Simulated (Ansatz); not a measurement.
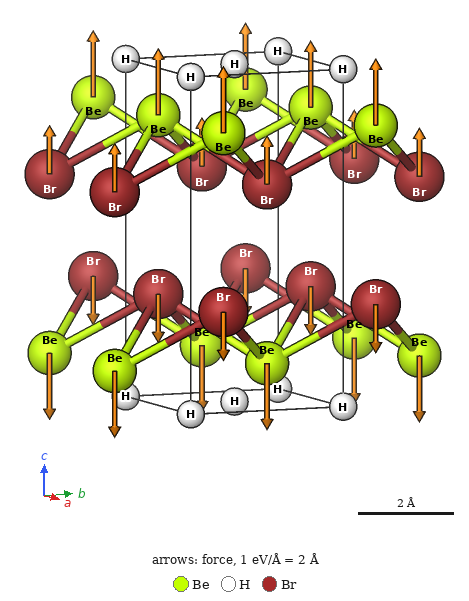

Starting geometry of a crystal of BeHBr (a generated structure, set up in P4/nmm) with the computed forces as orange arrows. Style: ball-and-stick. Shown: the cell of the calculation, slightly off an axis.

The start is a swapped structure.

Theory: Ansatz 0.2.0, DFT, PAW plane waves, r2SCAN.

The input:
```yaml
crystal:
  lattice:
    - [3.490062, 0.0, 0.0]
    - [0.0, 3.490062, 0.0]
    - [0.0, 0.0, 7.156526]
  atoms:
    - { symbol: Be, position: [0.0, 0.5, 0.14] }
    - { symbol: Be, position: [0.5, 0.0, 0.86] }
    - { symbol: H, position: [0.0, 0.0, 0.0] }
    - { symbol: H, position: [0.5, 0.5, 0.0] }
    - { symbol: Br, position: [0.0, 0.5, 0.67] }
    - { symbol: Br, position: [0.5, 0.0, 0.33] }
  symmetry: { tolerance: 0.0003 }
kpoints:
  mp_grid: { grid: [8, 8, 4], shift: [0, 0, 0] }
magnetization:
  spin_polarized: false
scf:
  occupations: { method: fermi_dirac }
  lower_state_search: "off"
hamiltonian:
  pseudopotentials: { kind: paw }
  xc: r2scan
basis:
  ecutwfc: 500
  fft_grid_basis: typed
relax:
  max_steps: 60
  cell: { p_target: 0.0 }
output:
  forces: true
  stress: true
  eigenvalues: true
  bader: true
  populations: true
  elf: true
  write_potential: true
  volumetric_format: npy
  dos:
    e_range: [-12, 8]
    de: 0.05
    projected: { site_lists: { Be: [Be], Br: [Br], H: [H] } }
checkpoint:
  read: saved_state
```

Run as
```bash
ansatz run input.yaml --threads 2 --pin off --max-ram 3584MiB --backend cpu --events-out ev --progress --plain --runs-dir out
```

**Is this structure relaxed? If not, where do the atoms go?**

It isn't relaxed: the largest force vector, on Be atoms, is 0.72 eV/Å. The atoms end up moving mostly along the starting forces (cosine between the two patterns 0.95). Over 7 accepted moves (10 points after the start) the energy falls by 202 meV per atom. The largest force component goes from 0.72 to 0.003 eV/Å. The pressure goes from −8.76 to 0.00 GPa. The line search rejected the trial step at point 3 of the run. At 2 points the geometry stayed and the basis and grid were re-selected for the new cell (energy shift of less than 0.05 meV per atom at most each time). The largest moves relative to the cell, 0.35 Å, are those of Br5 and Br6. Br6 goes along −c. Largest moves by element: Br 0.35 Å, Be 0.25 Å. H stays in place. The volume changes by −7.6 %, with a = b 3.490 → 3.149 Å (−9.8 %), c 7.157 → 8.127 Å (+13.6 %). Near-neighbour distances that change, for instance: Br5–Br5 3.490 → 3.149 Å, Be1–H3 2.012 → 1.808 Å, Be1–Br6 2.818 → 2.653 Å. The space group stays P4/nmm (No. 129). The run took 75 s on 2 threads of Arm Neoverse V2 (shared host), peak memory 0.56 GiB.
